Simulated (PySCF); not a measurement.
C7H14GeO: geometry relaxation (part 2 of 2)

Continued. System: C7H14GeO. Method: PBE0-D3(BJ)/def2-SVP geometry optimisation, gas phase (PySCF 2.14.0). It belongs to a series of runs on one base structure; here: constitutional isomer.

Geometry of the input (Å):
```
C  -2.4813  -1.6686  -0.2626
C  -1.4589  -0.8625  -0.4633
C  -0.0621  -1.3717  -0.6275
C  0.7040  -1.2533  0.6969
C  1.4433  -0.2637  1.0836
C  1.8182  0.9640  0.3038
C  3.2908  0.8845  -0.1469
O  -1.4922  0.5040  -0.5121
Ge -2.8660  1.5597  -0.1517
H  -2.4071  -2.7147  -0.2304
H  -3.4989  -1.2310  -0.1260
H  -0.0612  -2.4121  -0.9257
H  0.4326  -0.7677  -1.3933
H  0.4541  -2.0673  1.3918
H  1.8908  -0.3207  2.0789
H  1.6899  1.8537  0.9483
H  1.1730  1.0871  -0.5611
H  3.4235  0.0324  -0.7900
H  3.9415  0.7804  0.7126
H  3.5307  1.7928  -0.6889
H  -2.2050  2.8719  -0.3355
H  -3.9446  1.3147  -1.1935
H  -3.3674  1.3116  1.1954
```

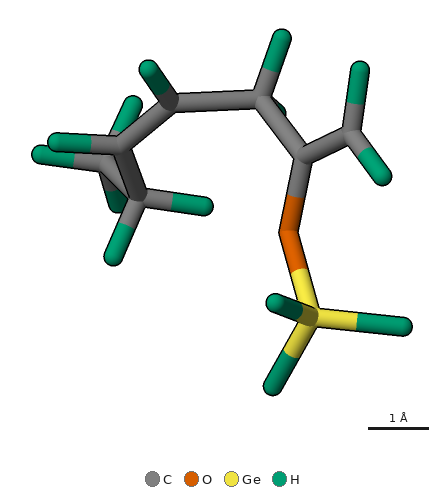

**Figure 1.** The geometry at step 10 of the log (stick view, seen at a tilt).

**Trajectory as extended XYZ, continued**
```
23
Properties=species:S:1:pos:R:3:forces:R:3 step=6 energy=-66019.97378
C    -2.4685   -1.6836   -0.5056    0.0230  -0.0313  -0.0112
C    -1.3799   -0.9008   -0.5462   -0.0223   0.0268  -0.0466
C     0.0307   -1.4145   -0.4384    0.0008  -0.0543   0.0311
C     0.6091   -1.1374    0.9230   -0.0118   0.0151   0.0192
C     1.3610   -0.0806    1.2512   -0.0094  -0.0149  -0.0945
C     1.8106    1.0005    0.3174    0.0472   0.0523   0.0576
C     3.2993    0.9121   -0.0088    0.0097   0.0149   0.0085
O    -1.3955    0.4443   -0.6587   -0.0169   0.0152   0.0496
Ge   -2.8630    1.4518   -0.3801   -0.0150   0.0151  -0.0087
H    -2.3606   -2.7649   -0.4166   -0.0075   0.0028   0.0068
H    -3.4834   -1.2833   -0.5692   -0.0085   0.0054  -0.0069
H     0.0392   -2.4954   -0.6404   -0.0070  -0.0035   0.0157
H     0.6308   -0.9255   -1.2212   -0.0149  -0.0295  -0.0121
H     0.3417   -1.8540    1.7076   -0.0037  -0.0051  -0.0015
H     1.7116   -0.0015    2.2885    0.0023  -0.0089  -0.0194
H     1.6036    1.9770    0.7895   -0.0070   0.0119  -0.0086
H     1.2093    0.9829   -0.6037    0.0163   0.0136   0.0280
H     3.5309   -0.0239   -0.5404    0.0009  -0.0010   0.0022
H     3.9121    0.9290    0.9069    0.0011   0.0007  -0.0049
H     3.6223    1.7527   -0.6423    0.0007  -0.0042  -0.0036
H    -2.3063    2.8799   -0.4026   -0.0032  -0.0251   0.0010
H    -3.8686    1.2160   -1.5221    0.0143  -0.0007   0.0181
H    -3.4622    1.0621    0.9817    0.0109   0.0046  -0.0197
23
Properties=species:S:1:pos:R:3:forces:R:3 step=7 energy=-66019.97737
C    -2.4771   -1.6914   -0.5231    0.0149  -0.0083  -0.0086
C    -1.3939   -0.9006   -0.5433   -0.0313   0.0276  -0.0310
C     0.0147   -1.4182   -0.4323    0.0213   0.0056   0.0361
C     0.6016   -1.1226    0.9214   -0.0063   0.0425  -0.0441
C     1.3654   -0.0692    1.2325    0.0204  -0.0068   0.0121
C     1.8349    1.0080    0.3036    0.0057  -0.0072   0.0193
C     3.3278    0.9104    0.0000    0.0069   0.0110   0.0070
O    -1.4125    0.4463   -0.6370    0.0139  -0.0366   0.0336
Ge   -2.8849    1.4473   -0.3665   -0.0174   0.0145  -0.0134
H    -2.3516   -2.7712   -0.4442   -0.0464  -0.0118   0.0004
H    -3.4963   -1.3023   -0.5927    0.0040   0.0004  -0.0018
H     0.0170   -2.5023   -0.6156   -0.0088   0.0009   0.0037
H     0.6128   -0.9458   -1.2269    0.0036  -0.0139  -0.0089
H     0.3290   -1.8239    1.7183    0.0082   0.0031  -0.0032
H     1.7161    0.0118    2.2696    0.0042  -0.0024  -0.0016
H     1.6265    1.9863    0.7714   -0.0104   0.0027  -0.0030
H     1.2474    0.9932   -0.6261    0.0055   0.0021   0.0014
H     3.5626   -0.0291   -0.5238    0.0007  -0.0007   0.0005
H     3.9269    0.9287    0.9245    0.0001   0.0000  -0.0021
H     3.6645    1.7465   -0.6324   -0.0011  -0.0036  -0.0030
H    -2.3318    2.8762   -0.3709    0.0011  -0.0137   0.0013
H    -3.8768    1.2194   -1.5214    0.0074  -0.0045   0.0102
H    -3.4982    1.0455    0.9843    0.0037  -0.0008  -0.0047
23
Properties=species:S:1:pos:R:3:forces:R:3 step=8 energy=-66019.97957
C    -2.4974   -1.6961   -0.5556   -0.0037   0.0104  -0.0096
C    -1.4100   -0.9102   -0.5368    0.0041   0.0043   0.0084
C    -0.0003   -1.4254   -0.4196    0.0150   0.0182   0.0134
C     0.5994   -1.0998    0.9210   -0.0252  -0.0097   0.0157
C     1.3776   -0.0525    1.2174    0.0097  -0.0042  -0.0101
C     1.8629    1.0122    0.2831   -0.0080  -0.0170   0.0013
C     3.3614    0.9145    0.0091    0.0000   0.0075   0.0033
O    -1.4260    0.4380   -0.5957    0.0023  -0.0042   0.0054
Ge   -2.9044    1.4338   -0.3433   -0.0133   0.0113  -0.0054
H    -2.3987   -2.7804   -0.5001    0.0250   0.0059  -0.0003
H    -3.5090   -1.2905   -0.6374   -0.0134   0.0026  -0.0007
H    -0.0023   -2.5137   -0.5761    0.0027  -0.0041   0.0005
H     0.5927   -0.9750   -1.2311    0.0018   0.0010  -0.0093
H     0.3234   -1.7824    1.7328    0.0073  -0.0020   0.0033
H     1.7278    0.0349    2.2542    0.0026  -0.0062   0.0006
H     1.6429    1.9960    0.7341   -0.0077   0.0019  -0.0033
H     1.2933    0.9850   -0.6572   -0.0012  -0.0100  -0.0117
H     3.6090   -0.0336   -0.4929    0.0006   0.0003   0.0000
H     3.9433    0.9521    0.9440   -0.0002  -0.0004   0.0002
H     3.7070    1.7400   -0.6324   -0.0004  -0.0021  -0.0017
H    -2.3512    2.8614   -0.3100    0.0044   0.0003   0.0006
H    -3.8684    1.2251   -1.5238   -0.0026  -0.0037  -0.0012
H    -3.5488    1.0093    0.9856    0.0001  -0.0003   0.0004
23
Properties=species:S:1:pos:R:3:forces:R:3 step=9 energy=-66019.98040
C    -2.4981   -1.6920   -0.5824    0.0052  -0.0024  -0.0001
C    -1.4123   -0.9057   -0.5268   -0.0061   0.0141  -0.0066
C    -0.0046   -1.4253   -0.4024   -0.0018   0.0001   0.0131
C     0.5968   -1.0941    0.9355   -0.0153   0.0142  -0.0197
C     1.3824   -0.0481    1.2158    0.0161  -0.0022   0.0246
C     1.8686    1.0031    0.2672   -0.0081  -0.0126   0.0005
C     3.3697    0.9112    0.0058   -0.0031   0.0041   0.0029
O    -1.4285    0.4432   -0.5588    0.0128  -0.0033   0.0063
Ge   -2.9134    1.4342   -0.3269   -0.0100   0.0076  -0.0063
H    -2.3916   -2.7763   -0.5487   -0.0035  -0.0017   0.0015
H    -3.5103   -1.2889   -0.6737    0.0017  -0.0023   0.0001
H    -0.0111   -2.5145   -0.5520   -0.0016  -0.0017  -0.0069
H     0.5911   -0.9834   -1.2170    0.0026  -0.0007  -0.0004
H     0.3179   -1.7668    1.7546    0.0090   0.0010  -0.0003
H     1.7365    0.0507    2.2502    0.0065  -0.0033   0.0034
H     1.6386    1.9932    0.6993   -0.0083  -0.0011  -0.0031
H     1.3059    0.9562   -0.6766    0.0029  -0.0047  -0.0093
H     3.6280   -0.0451   -0.4749    0.0012  -0.0001  -0.0009
H     3.9446    0.9723    0.9438   -0.0003  -0.0010   0.0007
H     3.7138    1.7257   -0.6501   -0.0014  -0.0014  -0.0005
H    -2.3621    2.8613   -0.2610    0.0033   0.0009   0.0003
H    -3.8500    1.2408   -1.5320   -0.0012  -0.0038  -0.0007
H    -3.5879    0.9911    0.9809   -0.0007   0.0001   0.0012
23
Properties=species:S:1:pos:R:3:forces:R:3 step=10 energy=-66019.98079
C    -2.4979   -1.6877   -0.5908   -0.0177   0.0169   0.0026
C    -1.4143   -0.8999   -0.5187    0.0030  -0.0160  -0.0137
C    -0.0088   -1.4258   -0.3937    0.0101   0.0263   0.0038
C     0.5989   -1.0958    0.9413   -0.0107  -0.0083   0.0202
C     1.3910   -0.0541    1.2195   -0.0063   0.0014  -0.0234
C     1.8702    0.9935    0.2638    0.0085   0.0081   0.0089
C     3.3721    0.9127    0.0043   -0.0014   0.0038   0.0025
O    -1.4293    0.4492   -0.5386    0.0111  -0.0226   0.0101
Ge   -2.9177    1.4401   -0.3258   -0.0047  -0.0006  -0.0038
H    -2.3890   -2.7721   -0.5663   -0.0047   0.0031   0.0012
H    -3.5102   -1.2862   -0.6869   -0.0016  -0.0017   0.0019
H    -0.0210   -2.5153   -0.5423   -0.0034   0.0065  -0.0020
H     0.5872   -0.9889   -1.2109    0.0069  -0.0005   0.0006
H     0.3215   -1.7673    1.7618    0.0033  -0.0069   0.0015
H     1.7511    0.0453    2.2518    0.0037  -0.0049  -0.0045
H     1.6308    1.9849    0.6880   -0.0055   0.0014  -0.0042
H     1.3092    0.9351   -0.6804    0.0044  -0.0032  -0.0001
H     3.6396   -0.0454   -0.4678    0.0004   0.0001  -0.0004
H     3.9458    0.9875    0.9420    0.0007  -0.0005   0.0001
H     3.7091    1.7243   -0.6589    0.0007  -0.0003   0.0003
H    -2.3659    2.8664   -0.2459    0.0002  -0.0017  -0.0004
H    -3.8358    1.2503   -1.5458    0.0015  -0.0027   0.0009
H    -3.6125    0.9924    0.9700    0.0014   0.0023  -0.0021
23
Properties=species:S:1:pos:R:3:forces:R:3 step=11 energy=-66019.98146
C    -2.5050   -1.6790   -0.5930    0.0045  -0.0069   0.0113
C    -1.4152   -0.9008   -0.5096   -0.0001  -0.0005  -0.0204
C    -0.0116   -1.4329   -0.3864   -0.0181  -0.0152  -0.0082
C     0.6028   -1.1079    0.9464    0.0002   0.0064   0.0028
C     1.3975   -0.0666    1.2182   -0.0102   0.0069   0.0000
C     1.8658    0.9840    0.2607    0.0068   0.0062  -0.0015
C     3.3690    0.9232    0.0040    0.0003   0.0000   0.0050
O    -1.4222    0.4481   -0.5198    0.0018   0.0131   0.0115
Ge   -2.9094    1.4456   -0.3279    0.0057  -0.0056  -0.0045
H    -2.4048   -2.7643   -0.5753   -0.0057  -0.0013  -0.0015
H    -3.5139   -1.2691   -0.6900    0.0040  -0.0011   0.0025
H    -0.0292   -2.5219   -0.5376   -0.0032   0.0015   0.0005
H     0.5843   -0.9980   -1.2049    0.0012  -0.0009   0.0054
H     0.3317   -1.7810    1.7676    0.0032  -0.0042  -0.0030
H     1.7650    0.0327    2.2479    0.0079  -0.0030  -0.0036
H     1.6117    1.9735    0.6808   -0.0052  -0.0005  -0.0020
H     1.3078    0.9154   -0.6848    0.0054   0.0002   0.0047
H     3.6509   -0.0330   -0.4639   -0.0003  -0.0001  -0.0001
H     3.9402    1.0099    0.9423    0.0015   0.0002   0.0000
H     3.6955    1.7366   -0.6622    0.0010   0.0009   0.0013
H    -2.3513    2.8688   -0.2378   -0.0021   0.0001  -0.0012
H    -3.8094    1.2598   -1.5618    0.0011   0.0001   0.0007
H    -3.6258    0.9998    0.9567    0.0003   0.0036   0.0002
23
Properties=species:S:1:pos:R:3:forces:R:3 step=12 energy=-66019.98227
C    -2.5142   -1.6727   -0.5841    0.0085  -0.0096   0.0127
C    -1.4187   -0.9022   -0.5032    0.0008   0.0038  -0.0141
C    -0.0176   -1.4422   -0.3874   -0.0145  -0.0232  -0.0185
C     0.6070   -1.1223    0.9418    0.0043   0.0068   0.0024
C     1.4029   -0.0814    1.2122   -0.0115   0.0062   0.0076
C     1.8631    0.9759    0.2583    0.0015   0.0040  -0.0057
C     3.3685    0.9369    0.0111   -0.0002  -0.0024   0.0051
O    -1.4165    0.4466   -0.5096   -0.0076   0.0207   0.0099
Ge   -2.8998    1.4533   -0.3345    0.0099  -0.0076  -0.0047
H    -2.4224   -2.7588   -0.5695   -0.0012  -0.0015  -0.0018
H    -3.5206   -1.2555   -0.6744    0.0030   0.0004   0.0006
H    -0.0418   -2.5308   -0.5405   -0.0031  -0.0003   0.0031
H     0.5761   -1.0094   -1.2088    0.0005   0.0001   0.0053
H     0.3442   -1.7996    1.7623    0.0001  -0.0013  -0.0031
H     1.7766    0.0138    2.2401    0.0106  -0.0040  -0.0028
H     1.5918    1.9613    0.6774   -0.0040   0.0004  -0.0015
H     1.3121    0.9007   -0.6907    0.0047  -0.0003   0.0028
H     3.6673   -0.0147   -0.4556   -0.0005  -0.0002   0.0001
H     3.9328    1.0313    0.9528    0.0002   0.0004   0.0002
H     3.6873    1.7553   -0.6527    0.0008   0.0011   0.0015
H    -2.3340    2.8735   -0.2465   -0.0025   0.0014  -0.0012
H    -3.7900    1.2651   -1.5750    0.0004   0.0013   0.0001
H    -3.6298    1.0187    0.9462   -0.0002   0.0035   0.0020
23
Properties=species:S:1:pos:R:3:forces:R:3 step=13 energy=-66019.98425
C    -2.5410   -1.6519   -0.5483    0.0046  -0.0064   0.0100
C    -1.4282   -0.9048   -0.4837    0.0050   0.0064   0.0001
C    -0.0369   -1.4741   -0.3962    0.0020  -0.0153  -0.0255
C     0.6210   -1.1724    0.9213    0.0103   0.0013   0.0042
C     1.4187   -0.1324    1.1898   -0.0112   0.0027   0.0153
C     1.8509    0.9477    0.2492   -0.0048   0.0010  -0.0058
C     3.3615    0.9826    0.0390    0.0021  -0.0027   0.0003
O    -1.3967    0.4437   -0.4818   -0.0212   0.0179  -0.0013
Ge   -2.8633    1.4820   -0.3569    0.0125  -0.0091  -0.0026
H    -2.4731   -2.7398   -0.5414    0.0062  -0.0021  -0.0033
H    -3.5403   -1.2137   -0.6142   -0.0001   0.0037  -0.0011
H    -0.0857   -2.5609   -0.5547   -0.0036  -0.0021   0.0071
H     0.5497   -1.0488   -1.2270   -0.0015   0.0022   0.0041
H     0.3833   -1.8644    1.7372   -0.0036   0.0016  -0.0020
H     1.8150   -0.0529    2.2107    0.0077  -0.0036  -0.0012
H     1.5210    1.9174    0.6640   -0.0010  -0.0003  -0.0011
H     1.3267    0.8511   -0.7128    0.0012  -0.0033  -0.0023
H     3.7181    0.0486   -0.4224   -0.0005  -0.0005   0.0004
H     3.8977    1.1020    0.9943   -0.0021   0.0003   0.0005
H     3.6558    1.8177   -0.6151    0.0017   0.0007   0.0010
H    -2.2710    2.8922   -0.2884   -0.0017   0.0036  -0.0005
H    -3.7307    1.2799   -1.6110   -0.0013   0.0027  -0.0009
H    -3.6284    1.0941    0.9181   -0.0006   0.0013   0.0048
23
Properties=species:S:1:pos:R:3:forces:R:3 step=14 energy=-66019.98448
C    -2.5433   -1.6495   -0.5376    0.0000  -0.0053   0.0035
C    -1.4293   -0.9034   -0.4856    0.0039   0.0042   0.0053
C    -0.0388   -1.4761   -0.4044    0.0068  -0.0043  -0.0125
C     0.6219   -1.1787    0.9132    0.0026   0.0008   0.0018
C     1.4181   -0.1384    1.1850   -0.0034  -0.0001   0.0050
C     1.8505    0.9442    0.2472   -0.0063   0.0017   0.0000
C     3.3624    0.9866    0.0480    0.0006  -0.0018  -0.0002
O    -1.3961    0.4452   -0.4889   -0.0092   0.0050  -0.0023
Ge   -2.8603    1.4859   -0.3605    0.0061  -0.0037   0.0002
H    -2.4760   -2.7374   -0.5282    0.0033   0.0000  -0.0012
H    -3.5427   -1.2105   -0.5965   -0.0002   0.0020  -0.0014
H    -0.0911   -2.5625   -0.5639   -0.0021  -0.0014   0.0030
H     0.5469   -1.0505   -1.2354   -0.0016   0.0018   0.0019
H     0.3859   -1.8741    1.7267   -0.0053   0.0031  -0.0001
H     1.8148   -0.0618    2.2060    0.0066  -0.0037  -0.0010
H     1.5127    1.9121    0.6596   -0.0007   0.0005  -0.0015
H     1.3334    0.8447   -0.7184    0.0014  -0.0026  -0.0025
H     3.7270    0.0545   -0.4112   -0.0003  -0.0002   0.0006
H     3.8907    1.1080    1.0074   -0.0012   0.0001   0.0003
H     3.6578    1.8235   -0.6033    0.0002   0.0000   0.0006
H    -2.2667    2.8964   -0.3075   -0.0009   0.0013  -0.0003
H    -3.7379    1.2754   -1.6062   -0.0009   0.0022  -0.0003
H    -3.6159    1.1096    0.9239    0.0005   0.0001   0.0013
```

**Key numbers**

- outcome: converged
- total energy: −2426.189700 hartree
- dipole moment: 1.21 D
- point group: C1
- hardware: 1 CPU thread, shared host
- wall time: 12 min
- peak memory: 1.1 GiB
